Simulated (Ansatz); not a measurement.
# ClH7OSi3 + SiH4: a complex and its separated parts, part 3 of 3

Ansatz 0.2.0, Gaussian basis. Earlier steps stand in the parts before.

## 18. RPA on PBE/def2-TZVPP

The inputs:

parta/in.yaml

```yaml
crystal:
  periodic: [false, false, false]
  atoms:
    - {symbol: Si, position_ang: [-0.702955, 0.311640, 0.692125]}
    - {symbol: Si, position_ang: [-0.713010, 1.191942, -1.475186]}
    - {symbol: Si, position_ang: [-2.806934, -0.242085, 1.571790]}
    - {symbol: O, position_ang: [0.320791, -0.977177, 0.669389]}
    - {symbol: Cl, position_ang: [0.040035, 1.779036, 1.963973]}
    - {symbol: H, position_ang: [-1.610575, 2.377156, -1.494894]}
    - {symbol: H, position_ang: [0.660714, 1.600499, -1.867160]}
    - {symbol: H, position_ang: [-1.228366, 0.179472, -2.434937]}
    - {symbol: H, position_ang: [-2.634669, -0.825893, 2.930954]}
    - {symbol: H, position_ang: [-3.487659, -1.241031, 0.703784]}
    - {symbol: H, position_ang: [-3.651298, 0.977459, 1.665441]}
    - {symbol: H, position_ang: [0.470355, -1.447928, 1.492030]}
basis:
  gaussian: {orbitals: def2-TZVPP}
hamiltonian: {xc: pbe}
correlation: {method: rpa}
```

partb/in.yaml

```yaml
crystal:
  periodic: [false, false, false]
  atoms:
    - {symbol: Si, position_ang: [3.068719, -0.736595, -0.883465]}
    - {symbol: H, position_ang: [2.814757, 0.509571, -0.117368]}
    - {symbol: H, position_ang: [3.146594, -1.886056, 0.053033]}
    - {symbol: H, position_ang: [4.351153, -0.611424, -1.621134]}
    - {symbol: H, position_ang: [1.962347, -0.958488, -1.848376]}
basis:
  gaussian: {orbitals: def2-TZVPP}
hamiltonian: {xc: pbe}
correlation: {method: rpa}
```

Each run has its own folder and the same command.

On the command line:

```
> ansatz run in.yaml --threads 4 --pin off --events-out ev --progress --plain --max-ram 66560MiB --backend cpu
```

Output in parta, cut to the lines that bear on the results:

```text
Functional definition: PBE
  name "PBE"
  cite "Perdew, Burke & Ernzerhof, Phys. Rev. Lett. 77, 3865 (1996) doi:10.1103/PhysRevLett.77.3865"
  parent pbe
[...]
1713 factors; integrals over basis functions are off by at most 1.3e-3 eV
[...]
mean field -38301.42341713 eV, -1407.5513489424 hartree, gradient 2.3e-6 eV, S^2 0.000000; 0 other end points of the search recorded, 0 dependent functions left out
21 core orbitals not correlated: weight in the atoms' cores, before any rotation towards them, 1.000 or more for the frozen orbitals, at most 0.000 for the correlated occupied ones
reference -38241.17226349 eV, -1405.3371598856 hartree; 16, 16 occupied and 260, 260 virtual orbitals, 1713 factors
Total energy: -38279.58365830 eV, -1406.7487526087 hartree
```

Output in partb, cut to the lines that bear on the results:

```text
[... 4 set-up lines as earlier in the session ...]
[...]
537 factors; integrals over basis functions are off by at most 1.1e-3 eV
[...]
mean field -7938.15287944 eV, -291.7217376461 hartree, gradient 3.4e-6 eV, S^2 0.000000; 0 other end points of the search recorded, 0 dependent functions left out
5 core orbitals not correlated: weight in the atoms' cores, before any rotation towards them, 1.000 or more for the frozen orbitals, at most 0.000 for the correlated occupied ones
reference -7925.04971698 eV, -291.2402053074 hartree; 4, 4 occupied and 89, 89 virtual orbitals, 537 factors
Total energy: -7933.57984773 eV, -291.5536818306 hartree
```

They took 5.5 s (parta), 0.4 s (partb) on 4 threads of AMD EPYC 7R13, shared host.

## 19. CCSD(T)/def2-TZVPP

The same edit goes into each in.yaml of step 18 (parta, partb):

```diff
-hamiltonian: {xc: pbe}
-correlation: {method: rpa}
+correlation: {method: ccsd_t}
```

On the command line:

```
> ansatz run in.yaml --threads 4 --pin off --events-out ev --progress --plain --max-ram 66560MiB --backend cuda --devices 0, --max-vram 37GiB   # in parta
> ansatz run in.yaml --threads 4 --pin off --events-out ev --progress --plain --max-ram 66560MiB --backend cpu   # in partb
```

parta printed, cut to the lines that bear on the results:

```text
Functional definition: HF
  name "HF"
  cite "Fock, Z. Phys. 61, 126 (1930) doi:10.1007/BF01340294"
[... 1 set-up line as earlier in the session ...]
[...]
1713 factors; integrals over basis functions are off by at most 1.3e-3 eV
[...]
mean field -38243.26026360 eV, -1405.4138924746 hartree, gradient 2.2e-6 eV, S^2 0.000000; 0 other end points of the search recorded, 0 dependent functions left out
21 core orbitals not correlated: weight in the atoms' cores, before any rotation towards them, 1.000 or more for the frozen orbitals, at most 0.000 for the correlated occupied ones
reference -38243.26026360 eV, -1405.4138924746 hartree; 16, 16 occupied and 260, 260 virtual orbitals, 1713 factors
second order -21.80951135 eV of doubles, -0.00000000 eV of singles
cycle   1  -23.01998900 eV  change    -1.2e0 eV  update   1.1e-1
[...]
cycle   9  -23.76868595 eV  change   -3.0e-5 eV  update   2.3e-5
perturbative correction -0.90604846 eV, -0.0332966666 hartree
Total energy: -38267.93499801 eV, -1406.3206722389 hartree
```

Output in partb, cut to the lines that bear on the results:

```text
[... 4 set-up lines as earlier in the session ...]
[...]
537 factors; integrals over basis functions are off by at most 1.1e-3 eV
[...]
mean field -7925.54414904 eV, -291.2583753504 hartree, gradient 1.8e-6 eV, S^2 0.000000; 0 other end points of the search recorded, 0 dependent functions left out
5 core orbitals not correlated: weight in the atoms' cores, before any rotation towards them, 1.000 or more for the frozen orbitals, at most 0.000 for the correlated occupied ones
reference -7925.54414904 eV, -291.2583753504 hartree; 4, 4 occupied and 89, 89 virtual orbitals, 537 factors
second order -3.90715161 eV of doubles, -0.00000000 eV of singles
cycle   1  -4.49744031 eV  change   -5.9e-1 eV  update   5.5e-2
[...]
cycle   8  -4.71918740 eV  change   -5.6e-7 eV  update   3.7e-6
perturbative correction -0.10445161 eV, -0.0038385260 hartree
Total energy: -7930.36778806 eV, -291.4356408147 hartree
```

They took 8 s (parta, 1 × a share of an NVIDIA H100 with 4 threads of AMD EPYC 7R13, shared host), 0.7 s (partb, 4 threads of AMD EPYC 7R13, shared host).

## 20. Vibrations of ClH7OSi3

Contents of vib-parta/in.yaml:

```yaml
crystal:
  periodic: [false, false, false]
  atoms:
    - {symbol: Si, position_ang: [-0.702955, 0.311640, 0.692125]}
    - {symbol: Si, position_ang: [-0.713010, 1.191942, -1.475186]}
    - {symbol: Si, position_ang: [-2.806934, -0.242085, 1.571790]}
    - {symbol: O, position_ang: [0.320791, -0.977177, 0.669389]}
    - {symbol: Cl, position_ang: [0.040035, 1.779036, 1.963973]}
    - {symbol: H, position_ang: [-1.610575, 2.377156, -1.494894]}
    - {symbol: H, position_ang: [0.660714, 1.600499, -1.867160]}
    - {symbol: H, position_ang: [-1.228366, 0.179472, -2.434937]}
    - {symbol: H, position_ang: [-2.634669, -0.825893, 2.930954]}
    - {symbol: H, position_ang: [-3.487659, -1.241031, 0.703784]}
    - {symbol: H, position_ang: [-3.651298, 0.977459, 1.665441]}
    - {symbol: H, position_ang: [0.470355, -1.447928, 1.492030]}
basis:
  gaussian: {orbitals: def2-TZVP}
hamiltonian: {xc: pbe0, dispersion: d4}
phonons: {temperatures: {t_min: 298.15, t_max: 900, t_step: 200}}
```

On the command line:

```
> ansatz run in.yaml --threads 4 --pin off --events-out ev --progress --plain --max-ram 66560MiB --backend cuda --devices 0, --max-vram 37GiB
```

Output, cut to the lines that bear on the results:

```text
[... 5 set-up lines as earlier in the session ...]
[...]
1531 factors; their error is unknown
[...]
mean field -38304.85004776 eV, -1407.6772752953 hartree, gradient 2.7e-5 eV, S^2 0.000000; 0 other end points of the search recorded, 0 dependent functions left out
[...]
Atom 10 at    -3.651298     0.977459     1.665441 Å, force    -0.000053     0.000081     0.000229 eV/Å
Atom 11 at     0.470355    -1.447928     1.492030 Å, force     0.000942    -0.001146     0.000912 eV/Å
Dipole moment:    -0.105284    -0.245169     0.058118 e Å
Vibrations: 83.54 87.36 93.34 106.03 129.62 189.68 207.33 291.25 356.20 422.63 490.61 494.23 532.20 544.77 566.32 818.78 854.54 875.02 914.81 928.31 933.04 934.47 940.76 2209.37 2219.28 2222.71 2231.22 2234.23 2237.45 3899.47 cm⁻¹, zero-point energy 1.800782 eV
```

It took 61 s on 1 × a share of an NVIDIA H100 with 4 threads of AMD EPYC 7R13, shared host.

Wavenumbers and character of the modes:

```csv
mode,wavenumber (cm⁻¹),character
1,84,bend
2,87,torsion
3,93,torsion
4,106,bend with torsion
5,130,torsion
6,190,torsion with bend
7,207,torsion
8,291,torsion
9,356,Si–Si stretch
10,423,bend with Si–Si stretch
11,491,bend
12,494,bend with Si–Cl stretch
13,532,bend
14,545,Si–Si stretch with bend
15,566,bend with Si–Cl stretch
16,819,bend
17,855,bend
18,875,bend
19,915,Si–O stretch with bend
20,928,bend with wag or twist
21,933,bend with wag or twist
22,934,bend with wag or twist
23,941,bend with wag or twist
24,2209,Si–H stretch
25,2219,Si–H stretch
26,2223,Si–H stretch
27,2231,Si–H stretch
28,2234,Si–H stretch
29,2237,Si–H stretch
30,3899,O–H stretch
```

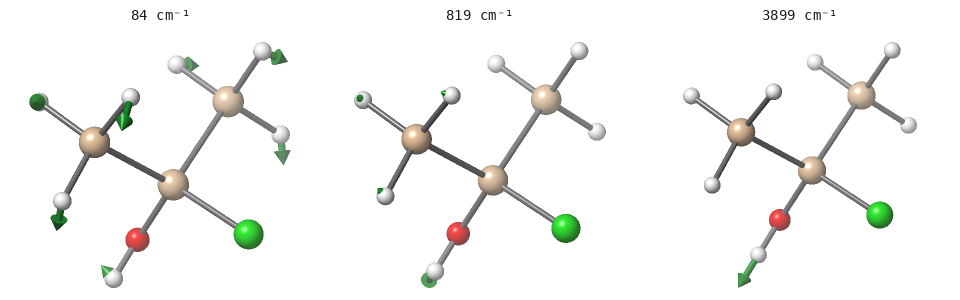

Displacements of 3 modes, as arrows.

Vibrational sums (real modes only):

```csv
T (K),entropy (J/mol/K),heat capacity (J/mol/K)
298,122.7,117.6
498,193.4,157.0
698,250.4,180.8
898,298.1,197.1
```

## 21. Vibrations of SiH4

Contents of vib-partb/in.yaml:

```yaml
crystal:
  periodic: [false, false, false]
  atoms:
    - {symbol: Si, position_ang: [3.068719, -0.736595, -0.883465]}
    - {symbol: H, position_ang: [2.814757, 0.509571, -0.117368]}
    - {symbol: H, position_ang: [3.146594, -1.886056, 0.053033]}
    - {symbol: H, position_ang: [4.351153, -0.611424, -1.621134]}
    - {symbol: H, position_ang: [1.962347, -0.958488, -1.848376]}
basis:
  gaussian: {orbitals: def2-TZVP}
hamiltonian: {xc: pbe0, dispersion: d4}
phonons: {temperatures: {t_min: 298.15, t_max: 900, t_step: 200}}
```

On the command line:

```
> ansatz run in.yaml --threads 4 --pin off --events-out ev --progress --plain --max-ram 66560MiB --backend cpu
```

Output, cut to the lines that bear on the results:

```text
[... 5 set-up lines as earlier in the session ...]
[...]
444 factors; their error is unknown
[...]
mean field -7939.08540060 eV, -291.7560071668 hartree, gradient 2.9e-5 eV, S^2 0.000000; 0 other end points of the search recorded, 0 dependent functions left out
[...]
Atom 2 at     3.146594    -1.886056     0.053033 Å, force     0.000111    -0.000455     0.000347 eV/Å
Atom 3 at     4.351153    -0.611424    -1.621134 Å, force    -0.000092    -0.000011     0.000052 eV/Å
Atom 4 at     1.962347    -0.958488    -1.848376 Å, force    -0.000378    -0.000072    -0.000438 eV/Å
Dipole moment:     0.000004     0.000003    -0.000001 e Å
Vibrations: 906.74 906.75 906.75 968.55 968.55 2235.50 2245.07 2245.19 2245.21 cm⁻¹, zero-point energy 0.844848 eV
```

It took 2.7 s on 4 threads of AMD EPYC 7R13, shared host.

The modes, with what each moves most:

```csv
mode,wavenumber (cm⁻¹),character
1,907,bend
2,907,bend
3,907,bend
4,969,bend
5,969,bend
6,2236,Si–H stretch
7,2245,Si–H stretch
8,2245,Si–H stretch
9,2245,Si–H stretch
```

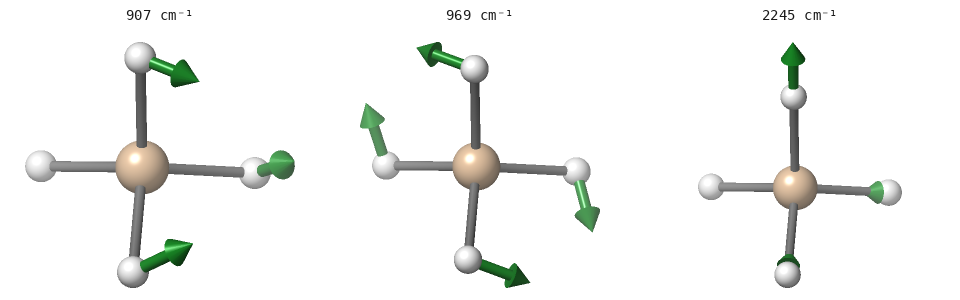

How the atoms move in 3 of the modes.

Vibrational sums (real modes only):

```csv
T (K),entropy (J/mol/K),heat capacity (J/mol/K)
298,2.6,9.7
498,11.5,25.7
698,22.2,38.0
898,32.9,47.1
```

## 22. Complex less separated parts

The complex's own energies come from single points at the same levels.

Rows are in def2-TZVPP.

Differences are taken before rounding.

```csv
method,rung,complex less parts (kcal/mol),from CCSD(T) (kcal/mol)
SPW92,LDA,-3.81,-1.52
PBE-D4,GGA,-2.92,-0.64
BLYP-D4,GGA,-2.93,-0.65
r2SCAN-D4,meta-GGA,-2.44,-0.15
B97M-V,meta-GGA,-2.62,-0.33
PBE0-D4,hybrid,-2.84,-0.55
B3LYP-D4,hybrid,-3.03,-0.75
r2SCAN0-D4,hybrid,-2.57,-0.28
BHLYP-D4,hybrid,-3.30,-1.01
CAM-B3LYP-D4,range-separated hybrid,-2.88,-0.59
wB97X-V,range-separated hybrid,-2.64,-0.36
wB97M-V,range-separated hybrid,-2.78,-0.50
B2PLYP,double hybrid,-0.62,+1.67
PBE-QIDH,double hybrid,-1.47,+0.81
RPA on PBE,RPA,-1.96,+0.33
Hartree-Fock,wavefunction,1.02,+3.31
MP2,wavefunction,-2.34,-0.05
CCSD,wavefunction,-1.80,+0.49
CCSD(T),wavefunction,-2.29,0
```

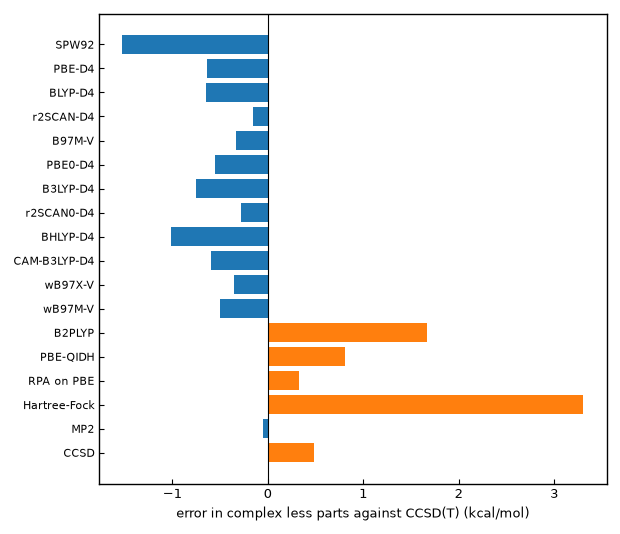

Deviations from CCSD(T), method by method.

The complex's zero-point energy, from a separate PBE0-D4 run, is 2.685 eV.

## 23. Summary of results

This closing draws on all 3 parts.

```
                              quantity           value
complex less parts, CCSD(T)/def2-TZVPP  -2.29 kcal/mol
                with zero-point energy  -1.38 kcal/mol
                 largest T1 diagnostic           0.013
```

**Reading.** At CCSD(T) the complex lies 2.29 kcal/mol below its parts. Among the functionals r2SCAN-D4 lands nearest to CCSD(T) (-0.15 kcal/mol) and B2PLYP farthest (+1.67 kcal/mol). By rung, the mean size of the error is: LDA 1.52, GGA 0.64, meta-GGA 0.24, hybrid 0.65, range-separated hybrid 0.48, double hybrid 1.24 kcal/mol. The double hybrids carry no dispersion term here, unlike the levels marked D4 or V. PBE-D4 gives a relative energy 0.64 kcal/mol too low, an error of 28 % of the reference. No counterpoise was applied, and triple zeta lacks some correlation, so the CCSD(T) reference has a basis error of its own, and close matches with it are partly luck.
